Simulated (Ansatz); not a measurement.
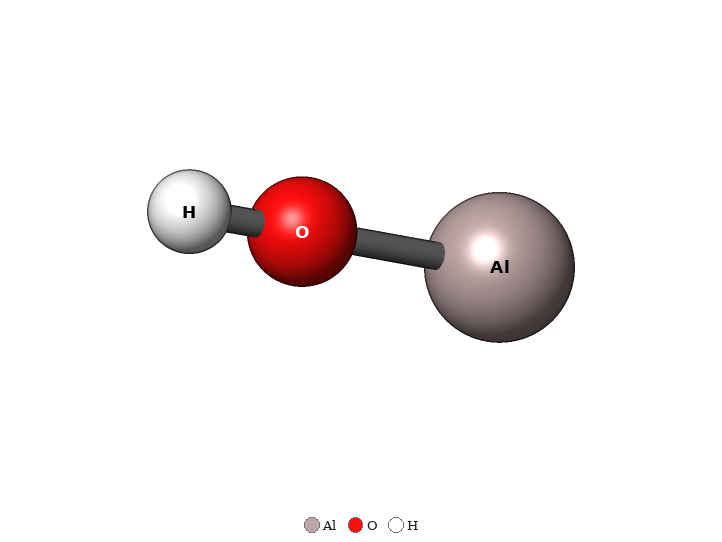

The picture shows the input geometry.

Ansatz 0.2.0 input:

```yaml
crystal:
  periodic: [false, false, false]
  atoms:
    - {symbol: Al, position_ang: [-0.313921, 0.261683, 0.213111]}
    - {symbol: O, position_ang: [-1.448958, 1.206796, 0.982807]}
    - {symbol: H, position_ang: [-2.098268, 1.744727, 1.420100]}
basis:
  gaussian: {orbitals: def2-TZVP}
hamiltonian: {xc: pbe0, dispersion: d4}
relax: {f_tol: 0.005, max_steps: 200}
```

Result:

```
Functional definition: PBE0
  name "PBE0"
  cite "Adamo & Barone, J. Chem. Phys. 110, 6158 (1999) doi:10.1063/1.478522"
  cite "Perdew, Burke & Ernzerhof, Phys. Rev. Lett. 77, 3865 (1996) doi:10.1103/PhysRevLett.77.3865"
  parent pbe
  parameter a = 0.25
  parameter kappa = 0.804
  parameter beta = 0.06672455060314922
  exchange = (1 - a)*pbe_x(kappa = kappa, mu = beta*pi^2/3) + a*exact_x
  correlation = pbe_c(beta = beta)
474 factors; their error is unknown
mean field evaluation 1: about -8650.7606 eV, gradient 6.1e1 eV
mean field evaluation 2: about -8608.8253 eV, gradient 1.5e2 eV
mean field evaluation 4: about -8656.8925 eV, gradient 3.0e0 eV
mean field evaluation 8: about -8656.9290 eV, gradient 1.2e-2 eV
mean field -8656.92899712 eV, -318.1362727668 hartree, gradient 8.0e-6 eV, S^2 0.000000; 0 other end points of the search recorded, 0 dependent functions left out
the calculation of the forces begins
reference -8656.92901874 eV, -318.1362735615 hartree; 11, 11 occupied and 63, 63 virtual orbitals, 474 factors
relax step   1: F+E_penalty+E_count = -8656.95724476 eV  Δ(F+E_penalty+E_count) = +0.000e0 eV  max|allowed force component| = 1.716e-1 eV/Å  Δτ_max = 0.0000 Å  (24 SCF iters, accepted)
these checks for a lower state are left out or cut short: starts, cluster_reference, orbital_swaps, neighbouring_geometries, increment
474 factors; their error is unknown
mean field evaluation 16: about -8656.9111 eV, gradient 2.4e-1 eV
mean field -8656.92972852 eV, -318.1362996455 hartree, gradient 4.1e-6 eV, S^2 0.000000; 0 other end points of the search recorded, 0 dependent functions left out
the calculation of the forces begins
reference -8656.92975017 eV, -318.1363004410 hartree; 11, 11 occupied and 63, 63 virtual orbitals, 474 factors
relax step   2: F+E_penalty+E_count = -8656.95796717 eV  Δ(F+E_penalty+E_count) = -7.224e-4 eV  max|allowed force component| = 1.007e-1 eV/Å  Δτ_max = 0.0025 Å  (29 SCF iters, accepted)
these checks for a lower state are left out or cut short: starts, cluster_reference, orbital_swaps, neighbouring_geometries, increment
474 factors; their error is unknown
mean field -8656.93012763 eV, -318.1363143123 hartree, gradient 4.1e-6 eV, S^2 0.000000; 0 other end points of the search recorded, 0 dependent functions left out
the calculation of the forces begins
reference -8656.93014930 eV, -318.1363151089 hartree; 11, 11 occupied and 63, 63 virtual orbitals, 474 factors
relax step   3: F+E_penalty+E_count = -8656.95835344 eV  Δ(F+E_penalty+E_count) = -3.863e-4 eV  max|allowed force component| = 2.389e-3 eV/Å  Δτ_max = 0.0035 Å  (29 SCF iters, accepted)
474 factors; their error is unknown
mean field evaluation 32: about -8656.9115 eV, gradient 1.4e-1 eV
mean field -8656.93012763 eV, -318.1363143123 hartree, gradient 3.0e-5 eV, S^2 0.000000; 1 other end points of the search recorded, 0 dependent functions left out
the calculation of the forces begins
reference -8656.93014930 eV, -318.1363151089 hartree; 11, 11 occupied and 63, 63 virtual orbitals, 474 factors
Total energy: -8656.95837512 eV, -318.1373523884 hartree
Atom 0 at    -0.309869     0.258321     0.210376 Å, force     0.001865    -0.001483    -0.001187 eV/Å
Atom 1 at    -1.450915     1.208403     0.984109 Å, force    -0.002389     0.001794     0.001404 eV/Å
Atom 2 at    -2.100363     1.746482     1.421533 Å, force     0.000524    -0.000311    -0.000217 eV/Å
Dipole moment:    -0.163739     0.135181     0.109753 e Å
```
